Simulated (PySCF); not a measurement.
Run report: C$_{4}$H$_{9}$Al, NMR shielding calculation

System: C$_{4}$H$_{9}$Al, SMILES [CH3][AlH][CH]1CC1.
Method: GIAO PBE0/pcSseg-1 NMR shielding, non-relativistic, gas phase (PySCF 2.14.0).

The geometry comes from this level: GFN2-xTB. Figures and captions count atoms from 1; the log counts them from 0 in places.

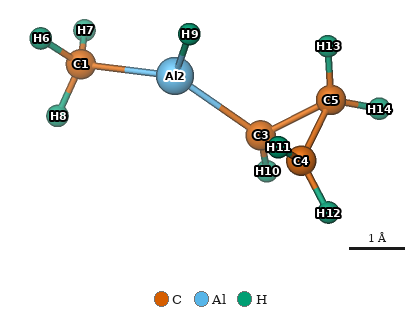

**Figure 1.** The structure as given in the input (ball-and-stick view, seen at a tilt; atoms are numbered from 1 in the order of the input). Sticks mark near contacts. Bond lengths as drawn: Al–C 1.98 to 1.99 Å, Al–H 1.55 Å, C–C 1.48 to 1.52 Å and C–H 1.08 to 1.10 Å.

### The input
```
{"job": {"kind": "nmr", "xc": "PBE0", "basis": "pcSseg-1"}, "charge": 0, "multiplicity": 1}
C      2.804953    -0.211496     0.056919
Al     0.909788     0.361729     0.212391
C     -0.759801    -0.565723    -0.319328
C     -1.846888     0.415232    -0.724421
C     -1.916828    -0.234308     0.607813
H      3.484977     0.635856     0.209534
H      3.088213    -0.971485     0.794431
H      3.043664    -0.636536    -0.925564
H      0.571196     1.744011     0.836242
H     -0.851928    -1.541459    -0.797451
H     -1.590863     1.470376    -0.742020
H     -2.555047     0.126693    -1.488113
H     -1.707945     0.391074     1.470515
H     -2.674168    -0.984436     0.786887
```

The first line tells a small driver script what to run in PySCF; the rest is the geometry in Å.

Command:
```bash
OMP_NUM_THREADS=1 python <driver script> task.json out
```

### What the program printed
```
coarse grid: 11552 points
cycle   1  E = -399.8010129122  dE =  3.163e-01  |g| = 4.781e-01  |ddm| = 3.192e+00
cycle   2  E = -399.7768791539  dE =  2.413e-02  |g| = 5.716e-01  |ddm| = 8.540e-01
cycle   3  E = -399.8636885197  dE = -8.681e-02  |g| = 3.392e-02  |ddm| = 4.938e-01
cycle   4  E = -399.8638917992  dE = -2.033e-04  |g| = 1.770e-02  |ddm| = 4.551e-02
cycle   5  E = -399.8639662326  dE = -7.443e-05  |g| = 5.237e-03  |ddm| = 1.919e-02
cycle   6  E = -399.8639735412  dE = -7.309e-06  |g| = 5.374e-04  |ddm| = 4.681e-03
final grid: 105072 points
cycle   7  E = -399.8927157649  dE = -2.211e-05  |g| = 7.848e-03  |ddm| = 2.311e-02
cycle   8  E = -399.8927073730  dE =  8.392e-06  |g| = 9.777e-03  |ddm| = 1.407e-02
cycle   9  E = -399.8927319400  dE = -2.457e-05  |g| = 3.611e-04  |ddm| = 7.719e-03
cycle  10  E = -399.8927319614  dE = -2.142e-08  |g| = 1.564e-04  |ddm| = 4.572e-04
cycle  11  E = -399.8927319673  dE = -5.937e-09  |g| = 4.280e-05  |ddm| = 1.606e-04
cycle  12  E = -399.8927319678  dE = -4.438e-10  |g| = 5.727e-06  |ddm| = 4.715e-05
```

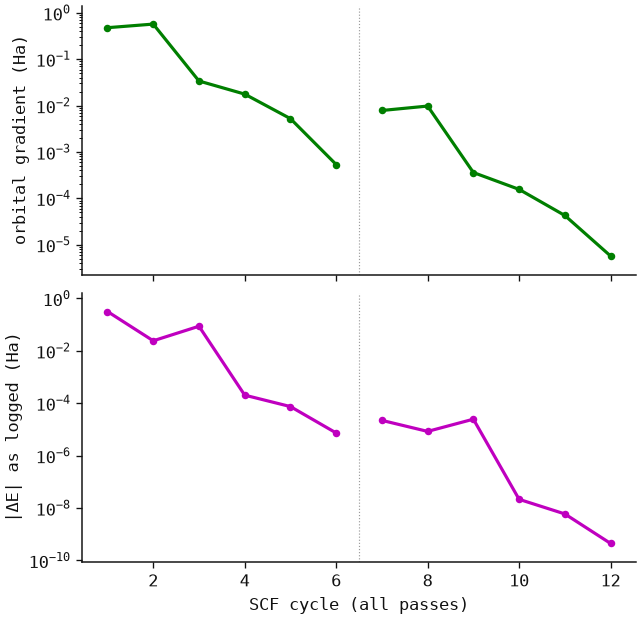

**Figure 2.** Convergence of the self-consistent field: orbital gradient and size of the energy change against the SCF cycle. The dotted line marks the change from a coarse to the final integration grid. The first 6 cycles use a coarse grid, the final grid takes over at cycle 7, and the field converges after 12 cycles in all.

```
converged SCF energy = -399.8927319678

GIAO shielding tensors (ppm)
atom      isotropic    diamagn.    paramagn.     s11        s22        s33       span
  0 C      191.994     251.541     -59.546    182.302    194.293    199.388     17.087
  1 Al     270.868     797.145    -526.277    184.601    309.708    318.296    133.696
  2 C      189.410     250.570     -61.160    140.362    192.143    235.724     95.363
  3 C      186.983     252.342     -65.358    159.091    180.741    221.118     62.026
  4 C      187.304     252.316     -65.012    159.595    181.136    221.180     61.584
  5 H       31.435      28.918       2.517     27.328     28.315     38.661     11.333
  6 H       31.687      29.667       2.020     27.555     28.785     38.723     11.168
  7 H       31.546      30.000       1.546     27.282     29.065     38.292     11.010
  8 H       27.305      30.700      -3.395     23.871     26.856     31.187      7.315
  9 H       32.064      31.814       0.249     25.477     27.973     42.742     17.264
 10 H       31.360      31.418      -0.057     24.824     28.275     40.982     16.158
 11 H       30.920      30.312       0.608     24.998     26.521     41.241     16.243
 12 H       31.386      31.415      -0.029     24.858     28.290     41.010     16.152
 13 H       30.929      30.310       0.618     25.008     26.522     41.256     16.248
```

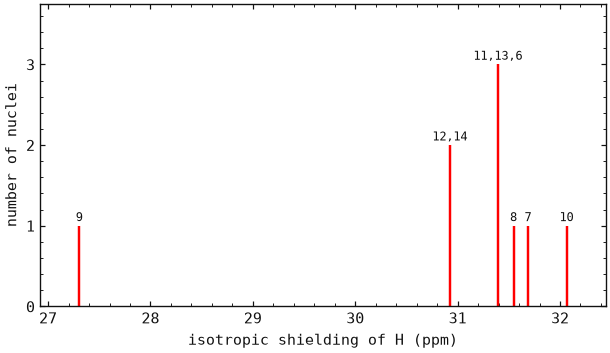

**Figure 3.** Isotropic shieldings of the hydrogen nuclei in this fixed geometry, labelled by atom number; shielding grows to the right, so chemical shift grows to the left. The least shielded is H9 (27.3 ppm), the most shielded H10 (32.1 ppm).

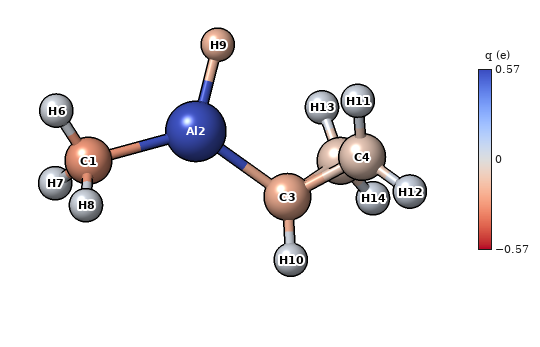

**Figure 4.** Hirshfeld charges, as the colour of each atom (ball-and-stick view, seen at a tilt; atoms are numbered from 1 in the order of the input). By element: C −0.28 to −0.09, Al +0.55 and H −0.18 to +0.05 e.

### Summary

- outcome: converged
- total energy: −399.892732 hartree
- HOMO: −7.35 eV
- LUMO: −0.91 eV
- dipole moment: 0.70 D
- isotropic shielding, C: 187.0 to 192.0 ppm
- isotropic shielding, Al: 270.9 ppm
- isotropic shielding, H: 27.3 to 32.1 ppm
- hardware: 1 CPU thread, shared host
- wall time: 13 s
- peak memory: 0.66 GiB
